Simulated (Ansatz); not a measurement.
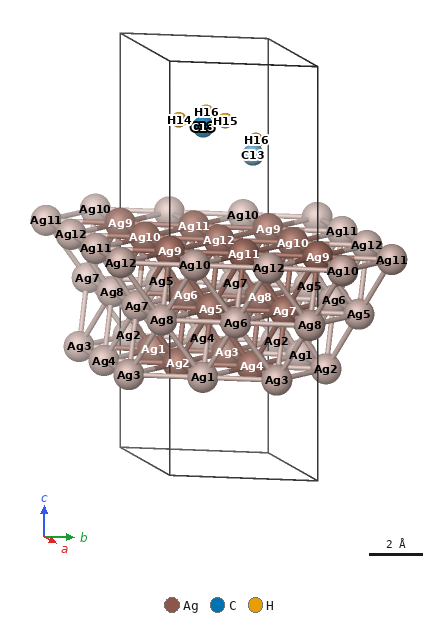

*The structure as given in the input (ball-and-stick view of the cell of the calculation, with the vacuum cut short, seen slightly off an axis; neighbours outside the cell are drawn fainter; atoms are numbered from 1 in the order of the input).*

Near neighbours in the crystal (not all of them lie inside the picture): Ag has 9 Ag at 2.89 Å; Ag has 12 Ag at 2.89 Å; C has 3 H at 1.09 Å; H has 1 C at 1.09 Å.

Run report: Ag$_{12}$H$_{3}$C, molecular dynamics (part 1 of 4)

- system: Ag$_{12}$H$_{3}$C (slab, 16 atoms in the cell)
- method: DFT PBEsol, scalar-relativistic, plane waves, PAW, PAW set soft_1, no spin polarisation (Ansatz 0.2.0)

The input holds or restrains some coordinates. It belongs to a series of runs on one base structure; here: dynamics from the start. Figures and captions count atoms from 1; the log counts them from 0 in places.

### What the program printed
```
Warning: md: disabling space-group detection — thermal motion breaks the input geometry's symmetry, so no spatial operation reduces the k-mesh or symmetrises the density; time reversal is kept, so that k and −k are solved as one point where they differ and the mesh holds both, and exact exchange and, on two spinor components, a DFT+U term hold to it where the run has them: on two components no moment then forms, and a state that bears one, which a typed moment (crystal.atoms[].spin; refused beside efield: under a hybrid functional) reaches, can lie lower, under hf by electronvolts; crystal.symmetry.detect: false (a key that needs symmetry detection or time reversal refuses this as the deck is read) with time_reversal: false beside it drops time reversal too
Warning: [file] the record states the generating functional pbe (its physics header spells it `PBE`), which answers neither for hamiltonian.xc's functional nor for the pbesol family's — results may be inconsistent (PPs are generated against a specific XC)
Warning: [file] the record states the generating functional pbe (its physics header spells it `PBE`), which answers neither for hamiltonian.xc's functional nor for the pbesol family's — results may be inconsistent (PPs are generated against a specific XC)
Warning: [file] the record states the generating functional pbe (its physics header spells it `PBE`), which answers neither for hamiltonian.xc's functional nor for the pbesol family's — results may be inconsistent (PPs are generated against a specific XC)
Engine: ansatz 0.2.0, aarch64-unknown-linux-gnu
Pseudopotentials: kind: paw
Pseudopotential: Ag, paw, valence charge 19, recommended cutoff 420 eV (normal), [file]
Pseudopotential: C, paw, valence charge 4, recommended cutoff 420 eV (normal), [file]
Pseudopotential: H, paw, valence charge 1, recommended cutoff 420 eV (normal), [file]
Functional definition: PBEsol
  exchange = pbesol_x
  correlation = pbesol_c
Crystal: 16 atoms, lattice volume = 542.471 Å³
Basis set: ecut = 420 eV, 10659 PW (Γ), exchange–correlation on 80×80×256 points (8 copies of the dense FFT grid, shifted against one another)
Bands: 141, of which v1, the nominal top of the filled ones, is band 118 counted from 1 (117 counted from 0)
Symmetry: 1 space group operations
k-points: 5 of 9 (time reversal used)
Non-local potential: Ag, projectors of the file, l = 0: 3, l = 1: 2, l = 2: 2, l = 3: 1
Non-local potential: C, projectors of the file, l = 0: 2, l = 1: 2, l = 2: 1
Non-local potential: H, projectors of the file, l = 0: 2, l = 1: 1
PAW form: soft (Blöchl's): semilocal exchange-correlation on the pseudo side does not see the compensation charge
PAW frozen core: Ag, regenerated for the run's functional, and the local potential with it (the file was generated under x = pbe(κ = 0.804, μ = 0.2195149727645171), c = pbe(β = 0.06672455060314922))
PAW frozen core: C, regenerated for the run's functional, and the local potential with it (the file was generated under x = pbe(κ = 0.804, μ = 0.2195149727645171), c = pbe(β = 0.06672455060314922))
PAW one-centre angular grid: Ag, 590 points (default); XC on 64 Gauss nodes
PAW one-centre angular grid: C, 110 points (default); XC on 64 Gauss nodes
PAW one-centre angular grid: H, 110 points (default); XC on 64 Gauss nodes
Initial wavefunctions: pseudopotential atomic-orbital guess
Functional: x = pbesol(κ = 0.804, μ = 0.12345679012345678), c = pbesol(β = 0.046)
SCF iter   1: F=—  HF=-90564.107593 eV  |F-HF|=—  |Δ(HF+E_count)|=         —  Δρ=6.23e-2  dr2=3.66e1  ethr=3.10e-3  ⟨swp⟩=6.2  Hψ=2747  notcnv=0  defer=22
preconditioner: auto → LDOS  [insulator: Δε(μ)=0.356 eV  Ē_g=8.288 eV  σ=0.100 eV  W_gap=0.60  n_scr=122 (ndim 8)  ℏωp=18.8 eV  f_vac=0.512  D(μ)=7.77/eV (n_scr^D=50)  ε∞_Penn≈6.1  β→1.0]
SCF iter   2: F=—  HF=-90630.094427 eV  |F-HF|=—  |Δ(HF+E_count)|=    6.60e1  Δρ=1.41e-1  dr2=7.18e2  ethr=3.10e-3  ⟨swp⟩=5.2  Hψ=1930  notcnv=0  defer=53  recentre
SCF iter   3: F=—  HF=-90560.012758 eV  |F-HF|=—  |Δ(HF+E_count)|=    7.01e1  Δρ=3.22e-2  dr2=2.03e1  ethr=3.10e-3  ⟨swp⟩=3.0  Hψ=1789  notcnv=0  defer=61
SCF iter   4: F=—  HF=-90556.419247 eV  |F-HF|=—  |Δ(HF+E_count)|=    3.59e0  Δρ=1.49e-2  dr2=9.35e0  ethr=3.10e-3  ⟨swp⟩=2.8  Hψ=1257  notcnv=0  defer=44
SCF iter   5: F=—  HF=-90556.872011 eV  |F-HF|=—  |Δ(HF+E_count)|=   4.53e-1  Δρ=3.10e-2  dr2=1.77e1  ethr=3.10e-3  ⟨swp⟩=2.0  Hψ=1042  notcnv=0  defer=57
SCF iter   6: F=—  HF=-90556.013427 eV  |F-HF|=—  |Δ(HF+E_count)|=   8.59e-1  Δρ=2.01e-2  dr2=1.10e1  ethr=3.10e-3  ⟨swp⟩=2.0  Hψ=1222  notcnv=0  defer=57
SCF iter   7: F=—  HF=-90555.592180 eV  |F-HF|=—  |Δ(HF+E_count)|=   4.21e-1  Δρ=1.43e-2  dr2=8.55e0  ethr=3.10e-3  ⟨swp⟩=2.0  Hψ=830  notcnv=0  defer=57
SCF iter   8: F=—  HF=-90555.573658 eV  |F-HF|=—  |Δ(HF+E_count)|=   1.85e-2  Δρ=2.06e-2  dr2=8.44e0  ethr=3.10e-3  ⟨swp⟩=1.0  Hψ=815  notcnv=0  defer=57
SCF iter   9: F=—  HF=-90555.300090 eV  |F-HF|=—  |Δ(HF+E_count)|=   2.74e-1  Δρ=1.55e-3  dr2=5.36e-2  ethr=3.10e-3  ⟨swp⟩=1.0  Hψ=678  notcnv=0  defer=57
SCF iter  10: F=—  HF=-90555.288461 eV  |F-HF|=—  |Δ(HF+E_count)|=   1.16e-2  Δρ=9.16e-4  dr2=2.88e-2  ethr=2.28e-5  ⟨swp⟩=2.0  Hψ=1131  notcnv=0  defer=58
SCF iter  11: F=—  HF=-90555.286325 eV  |F-HF|=—  |Δ(HF+E_count)|=   2.14e-3  Δρ=1.82e-3  dr2=1.21e-1  ethr=1.23e-5  ⟨swp⟩=2.0  Hψ=994  notcnv=0  defer=58  recentre
SCF iter  12: F=—  HF=-90555.285997 eV  |F-HF|=—  |Δ(HF+E_count)|=   3.28e-4  Δρ=2.16e-3  dr2=1.28e-1  ethr=1.23e-5  ⟨swp⟩=2.0  Hψ=884  notcnv=0  defer=58
SCF iter  13: F=—  HF=-90555.283596 eV  |F-HF|=—  |Δ(HF+E_count)|=   2.40e-3  Δρ=2.33e-4  dr2=1.41e-3  ethr=1.23e-5  ⟨swp⟩=1.6  Hψ=716  notcnv=0  defer=58
SCF iter  14: F=—  HF=-90555.283580 eV  |F-HF|=—  |Δ(HF+E_count)|=   1.54e-5  Δρ=9.10e-5  dr2=2.60e-4  ethr=6.02e-7  ⟨swp⟩=1.2  Hψ=645  notcnv=0  defer=58
SCF iter  15: F=—  HF=-90555.283513 eV  |F-HF|=—  |Δ(HF+E_count)|=   6.72e-5  Δρ=1.56e-5  dr2=1.06e-5  ethr=1.11e-7  ⟨swp⟩=2.0  Hψ=836  notcnv=0  defer=58
SCF iter  16: F=—  HF=-90555.283904 eV  |F-HF|=—  |Δ(HF+E_count)|=   3.91e-4  Δρ=1.22e-5  dr2=6.33e-6  ethr=4.50e-9  ⟨swp⟩=2.0  Hψ=1008  notcnv=0  defer=58
SCF iter  17: F=—  HF=-90555.283904 eV  |F-HF|=—  |Δ(HF+E_count)|=   1.31e-7  Δρ=1.21e-6  dr2=2.32e-8  ethr=2.69e-9  ⟨swp⟩=2.0  Hψ=739  notcnv=0  defer=58
SCF iter  18: F=-90555.283904 eV  HF=-90555.283904 eV  |F-HF|=4.95e-10  |Δ(HF+E_count)|=  3.64e-10  Δρ=4.95e-7  dr2=1.98e-9  ethr=6.81e-12  ⟨swp⟩=4.0  Hψ=2258  notcnv=0
SCF 1 converged in 18 iterations: F = -90555.283904 eV  dr2 = 1.98e-9
  greatest PAW one-centre occupation: 1.001 electrons in one spin orbital (limit 2), on the Ag atom at site 5 (counted from 0), in its partial waves of l = 0
md step     0: t =     0.00 fs  T =    64.5 K  F+E_penalty+E_count = -90555.28390422 eV  E_kin = 0.100004 eV  conserved = -90555.18390038 eV  (18 SCF iters)
Initial density: handed on by an earlier stage of this run
Initial wavefunctions: those handed on with the density
iter 1 solved again at ethr=5.77e-7 eV; its pass at ethr=3.10e-3 eV (dr2=1.36e-3 eV) is discarded
SCF iter   1: F=—  HF=-90555.290645 eV  |F-HF|=—  |Δ(HF+E_count)|=         —  Δρ=6.43e-4  dr2=1.27e-3  ethr=5.77e-7  ⟨swp⟩=4.0  Hψ=3167  notcnv=0
preconditioner: auto → LDOS  [metal: Δε(μ)=0.102 eV  Ē_g=8.887 eV  σ=0.100 eV  W_gap=0.25  n_scr=122 (ndim 8)  ℏωp=18.8 eV  f_vac=0.521  D(μ)=10.12/eV (n_scr^D=64)  β→1.0]
SCF iter   2: F=—  HF=-90555.290226 eV  |F-HF|=—  |Δ(HF+E_count)|=   4.19e-4  Δρ=2.04e-4  dr2=7.99e-4  ethr=5.41e-7  ⟨swp⟩=3.0  Hψ=1311  notcnv=0
SCF iter   3: F=—  HF=-90555.290309 eV  |F-HF|=—  |Δ(HF+E_count)|=   8.31e-5  Δρ=9.18e-5  dr2=5.76e-5  ethr=3.40e-7  ⟨swp⟩=2.0  Hψ=1055  notcnv=0
SCF iter   4: F=—  HF=-90555.290306 eV  |F-HF|=—  |Δ(HF+E_count)|=   3.24e-6  Δρ=9.57e-5  dr2=1.14e-4  ethr=2.45e-8  ⟨swp⟩=2.0  Hψ=1059  notcnv=0
SCF iter   5: F=—  HF=-90555.290312 eV  |F-HF|=—  |Δ(HF+E_count)|=   6.47e-6  Δρ=5.62e-5  dr2=2.67e-5  ethr=2.45e-8  ⟨swp⟩=2.0  Hψ=1055  notcnv=0
[...]
md step     1: t =     0.75 fs  T =    68.8 K  F+E_penalty+E_count = -90555.29065317 eV  E_kin = 0.106707 eV  conserved = -90555.18394572 eV  (9 SCF iters)
[... from here on the SCF iterations and repeated set-up lines of each step are left out, up to the last step ...]
md step     2: t =     1.50 fs  T =    79.1 K  F+E_penalty+E_count = -90555.30678168 eV  E_kin = 0.122718 eV  conserved = -90555.18406336 eV  (9 SCF iters)
md step     3: t =     2.25 fs  T =    94.3 K  F+E_penalty+E_count = -90555.33045511 eV  E_kin = 0.146240 eV  conserved = -90555.18421490 eV  (10 SCF iters)
md step     4: t =     3.00 fs  T =   112.8 K  F+E_penalty+E_count = -90555.35931262 eV  E_kin = 0.174953 eV  conserved = -90555.18435934 eV  (11 SCF iters)
md step     5: t =     3.75 fs  T =   133.2 K  F+E_penalty+E_count = -90555.39109543 eV  E_kin = 0.206623 eV  conserved = -90555.18447223 eV  (5 SCF iters)
md step     6: t =     4.50 fs  T =   154.4 K  F+E_penalty+E_count = -90555.42402001 eV  E_kin = 0.239468 eV  conserved = -90555.18455218 eV  (4 SCF iters)
md step     7: t =     5.25 fs  T =   175.5 K  F+E_penalty+E_count = -90555.45680483 eV  E_kin = 0.272193 eV  conserved = -90555.18461222 eV  (5 SCF iters)
md step     8: t =     6.00 fs  T =   195.9 K  F+E_penalty+E_count = -90555.48845437 eV  E_kin = 0.303788 eV  conserved = -90555.18466685 eV  (5 SCF iters)
md step     9: t =     6.75 fs  T =   214.9 K  F+E_penalty+E_count = -90555.51800183 eV  E_kin = 0.333280 eV  conserved = -90555.18472213 eV  (4 SCF iters)
md step    10: t =     7.50 fs  T =   231.8 K  F+E_penalty+E_count = -90555.54438819 eV  E_kin = 0.359616 eV  conserved = -90555.18477252 eV  (9 SCF iters)
md step    11: t =     8.25 fs  T =   246.1 K  F+E_penalty+E_count = -90555.56654957 eV  E_kin = 0.381744 eV  conserved = -90555.18480531 eV  (4 SCF iters)
md step    12: t =     9.00 fs  T =   257.1 K  F+E_penalty+E_count = -90555.58364807 eV  E_kin = 0.398838 eV  conserved = -90555.18480997 eV  (4 SCF iters)
md step    13: t =     9.75 fs  T =   264.6 K  F+E_penalty+E_count = -90555.59528423 eV  E_kin = 0.410498 eV  conserved = -90555.18478660 eV  (4 SCF iters)
md step    14: t =    10.50 fs  T =   268.7 K  F+E_penalty+E_count = -90555.60152276 eV  E_kin = 0.416772 eV  conserved = -90555.18475079 eV  (5 SCF iters)
md step    15: t =    11.25 fs  T =   269.5 K  F+E_penalty+E_count = -90555.60268376 eV  E_kin = 0.417957 eV  conserved = -90555.18472716 eV  (6 SCF iters)
md step    16: t =    12.00 fs  T =   267.1 K  F+E_penalty+E_count = -90555.59903281 eV  E_kin = 0.414304 eV  conserved = -90555.18472902 eV  (5 SCF iters)
md step    17: t =    12.75 fs  T =   261.7 K  F+E_penalty+E_count = -90555.59060136 eV  E_kin = 0.405853 eV  conserved = -90555.18474862 eV  (5 SCF iters)
md step    18: t =    13.50 fs  T =   253.1 K  F+E_penalty+E_count = -90555.57728034 eV  E_kin = 0.392516 eV  conserved = -90555.18476399 eV  (5 SCF iters)
md step    19: t =    14.25 fs  T =   241.4 K  F+E_penalty+E_count = -90555.55912042 eV  E_kin = 0.374368 eV  conserved = -90555.18475283 eV  (6 SCF iters)
md step    20: t =    15.00 fs  T =   226.9 K  F+E_penalty+E_count = -90555.53661620 eV  E_kin = 0.351910 eV  conserved = -90555.18470642 eV  (10 SCF iters)
md step    21: t =    15.75 fs  T =   210.3 K  F+E_penalty+E_count = -90555.51077860 eV  E_kin = 0.326144 eV  conserved = -90555.18463425 eV  (4 SCF iters)
md step    22: t =    16.50 fs  T =   192.4 K  F+E_penalty+E_count = -90555.48296367 eV  E_kin = 0.298410 eV  conserved = -90555.18455380 eV  (4 SCF iters)
md step    23: t =    17.25 fs  T =   174.1 K  F+E_penalty+E_count = -90555.45458907 eV  E_kin = 0.270111 eV  conserved = -90555.18447837 eV  (4 SCF iters)
md step    24: t =    18.00 fs  T =   156.3 K  F+E_penalty+E_count = -90555.42692232 eV  E_kin = 0.242512 eV  conserved = -90555.18441065 eV  (5 SCF iters)
md step    25: t =    18.75 fs  T =   139.7 K  F+E_penalty+E_count = -90555.40106318 eV  E_kin = 0.216722 eV  conserved = -90555.18434137 eV  (4 SCF iters)
md step    26: t =    19.50 fs  T =   125.0 K  F+E_penalty+E_count = -90555.37811150 eV  E_kin = 0.193853 eV  conserved = -90555.18425805 eV  (4 SCF iters)
md step    27: t =    20.25 fs  T =   113.0 K  F+E_penalty+E_count = -90555.35938927 eV  E_kin = 0.175233 eV  conserved = -90555.18415578 eV  (5 SCF iters)
md step    28: t =    21.00 fs  T =   104.7 K  F+E_penalty+E_count = -90555.34651472 eV  E_kin = 0.162467 eV  conserved = -90555.18404779 eV  (5 SCF iters)
md step    29: t =    21.75 fs  T =   101.4 K  F+E_penalty+E_count = -90555.34118020 eV  E_kin = 0.157214 eV  conserved = -90555.18396630 eV  (4 SCF iters)
md step    30: t =    22.50 fs  T =   103.6 K  F+E_penalty+E_count = -90555.34465215 eV  E_kin = 0.160705 eV  conserved = -90555.18394683 eV  (9 SCF iters)
md step    31: t =    23.25 fs  T =   111.7 K  F+E_penalty+E_count = -90555.35722179 eV  E_kin = 0.173214 eV  conserved = -90555.18400730 eV  (4 SCF iters)
md step    32: t =    24.00 fs  T =   124.9 K  F+E_penalty+E_count = -90555.37793573 eV  E_kin = 0.193801 eV  conserved = -90555.18413456 eV  (4 SCF iters)
md step    33: t =    24.75 fs  T =   142.2 K  F+E_penalty+E_count = -90555.40480606 eV  E_kin = 0.220516 eV  conserved = -90555.18429045 eV  (4 SCF iters)
md step    34: t =    25.50 fs  T =   161.8 K  F+E_penalty+E_count = -90555.43541827 eV  E_kin = 0.250987 eV  conserved = -90555.18443104 eV  (4 SCF iters)
md step    35: t =    26.25 fs  T =   182.5 K  F+E_penalty+E_count = -90555.46761522 eV  E_kin = 0.283088 eV  conserved = -90555.18452731 eV  (4 SCF iters)
md step    36: t =    27.00 fs  T =   203.3 K  F+E_penalty+E_count = -90555.49991826 eV  E_kin = 0.315341 eV  conserved = -90555.18457700 eV  (3 SCF iters)
md step    37: t =    27.75 fs  T =   223.7 K  F+E_penalty+E_count = -90555.53153736 eV  E_kin = 0.346938 eV  conserved = -90555.18459970 eV  (4 SCF iters)
md step    38: t =    28.50 fs  T =   243.3 K  F+E_penalty+E_count = -90555.56205707 eV  E_kin = 0.377436 eV  conserved = -90555.18462112 eV  (4 SCF iters)
md step    39: t =    29.25 fs  T =   262.0 K  F+E_penalty+E_count = -90555.59103404 eV  E_kin = 0.406378 eV  conserved = -90555.18465618 eV  (5 SCF iters)
md step    40: t =    30.00 fs  T =   279.2 K  F+E_penalty+E_count = -90555.61774465 eV  E_kin = 0.433042 eV  conserved = -90555.18470265 eV  (9 SCF iters)
md step    41: t =    30.75 fs  T =   294.3 K  F+E_penalty+E_count = -90555.64121471 eV  E_kin = 0.456470 eV  conserved = -90555.18474521 eV  (5 SCF iters)
md step    42: t =    31.50 fs  T =   306.7 K  F+E_penalty+E_count = -90555.66048800 eV  E_kin = 0.475723 eV  conserved = -90555.18476512 eV  (4 SCF iters)
md step    43: t =    32.25 fs  T =   316.0 K  F+E_penalty+E_count = -90555.67494372 eV  E_kin = 0.490187 eV  conserved = -90555.18475644 eV  (5 SCF iters)
md step    44: t =    33.00 fs  T =   322.2 K  F+E_penalty+E_count = -90555.68443010 eV  E_kin = 0.499696 eV  conserved = -90555.18473400 eV  (3 SCF iters)
md step    45: t =    33.75 fs  T =   325.2 K  F+E_penalty+E_count = -90555.68909241 eV  E_kin = 0.504368 eV  conserved = -90555.18472447 eV  (4 SCF iters)
md step    46: t =    34.50 fs  T =   325.1 K  F+E_penalty+E_count = -90555.68901805 eV  E_kin = 0.504272 eV  conserved = -90555.18474568 eV  (5 SCF iters)
md step    47: t =    35.25 fs  T =   321.8 K  F+E_penalty+E_count = -90555.68399409 eV  E_kin = 0.499204 eV  conserved = -90555.18478968 eV  (6 SCF iters)
md step    48: t =    36.00 fs  T =   315.1 K  F+E_penalty+E_count = -90555.67360874 eV  E_kin = 0.488782 eV  conserved = -90555.18482718 eV  (5 SCF iters)
md step    49: t =    36.75 fs  T =   304.8 K  F+E_penalty+E_count = -90555.65765572 eV  E_kin = 0.472830 eV  conserved = -90555.18482578 eV  (6 SCF iters)
md step    50: t =    37.50 fs  T =   291.3 K  F+E_penalty+E_count = -90555.63655710 eV  E_kin = 0.451786 eV  conserved = -90555.18477118 eV  (9 SCF iters)
md step    51: t =    38.25 fs  T =   275.2 K  F+E_penalty+E_count = -90555.61151172 eV  E_kin = 0.426837 eV  conserved = -90555.18467506 eV  (4 SCF iters)
md step    52: t =    39.00 fs  T =   257.7 K  F+E_penalty+E_count = -90555.58428614 eV  E_kin = 0.399723 eV  conserved = -90555.18456332 eV  (4 SCF iters)
md step    53: t =    39.75 fs  T =   240.0 K  F+E_penalty+E_count = -90555.55680048 eV  E_kin = 0.372340 eV  conserved = -90555.18446019 eV  (4 SCF iters)
md step    54: t =    40.50 fs  T =   223.3 K  F+E_penalty+E_count = -90555.53076426 eV  E_kin = 0.346389 eV  conserved = -90555.18437502 eV  (4 SCF iters)
```
